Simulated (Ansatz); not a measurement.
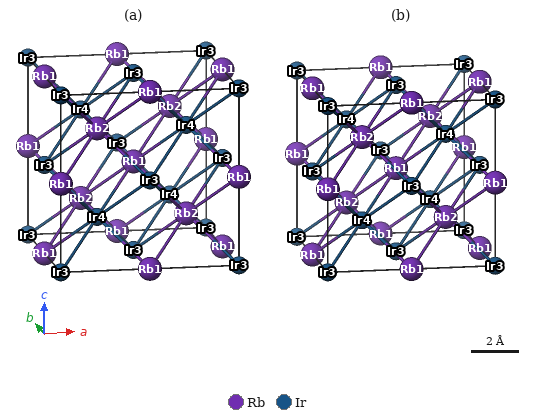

The structure of a crystal of RbIr (built on the NaTl (B32)_227 type) (coarse preliminary run) before (left) and after (right) a relaxation, at one scale.

The picture is a ball-and-stick view of the conventional cell (4 times the calculation's cell), seen slightly off an axis. Lengths and directions refer to the drawn axes.

Case: NaTl (B32) type (Fd-3m, No. 227).

The calculation used Ansatz 0.2.0, DFT PBE, scalar-relativistic, plane waves, PAW.

The input:
```yaml
crystal:
  lattice:
    - [0.0, 3.8827962753, 3.8827962753]
    - [3.8827962753, 0.0, 3.8827962753]
    - [3.8827962753, 3.8827962753, 0.0]
  atoms:
    - { symbol: Rb, position: [0.5, 0.5, 0.5] }
    - { symbol: Rb, position: [0.75, 0.75, 0.75] }
    - { symbol: Ir, position: [0.0, 0.0, 0.0] }
    - { symbol: Ir, position: [0.25, 0.25, 0.25] }
basis:
  ecutwfc: 420
kpoints:
  mp_grid: { grid: [4, 4, 4] }
hamiltonian:
  xc: pbe
scf:
  occupations: { method: gaussian, width: 0.1 }
  lower_state_search: "off"
output:
  forces: true
  stress: true
  eigenvalues: true
relax:
  adjacent_minimum: "off"
  f_tol: 0.04
  max_steps: 70
  cell: { stress_tol: 0.4 }
```

Run as
```bash
ansatz run input.yaml --threads 1 --pin off --max-ram 2560MiB --backend cpu --events-out ev --progress --plain --runs-dir out
```

Summarise the run.

Answer. No atom moves by more than 0.005 Å relative to the cell. The drawn cell changes as follows: a = b = c 7.766 → 7.296 Å (−6.1 %); the volume changes by −17.1 %. Some distances before and after: Rb1–Rb2 3.363 → 3.159 Å, Rb1–Ir4 3.363 → 3.159 Å, Ir3–Ir4 3.363 → 3.159 Å. The space group stays Fd-3m (No. 227). Over 3 accepted moves (4 points after the start) the energy falls by 0.414 eV per cell of the calculation. All forces vanish by symmetry, so only the cell relaxes. The pressure goes from −5.38 to −0.11 GPa. The SCF was repeated once at an unchanged geometry on a basis and grid sized afresh for the cell, which shifted the energy by 3.1 meV per cell of the calculation at most.
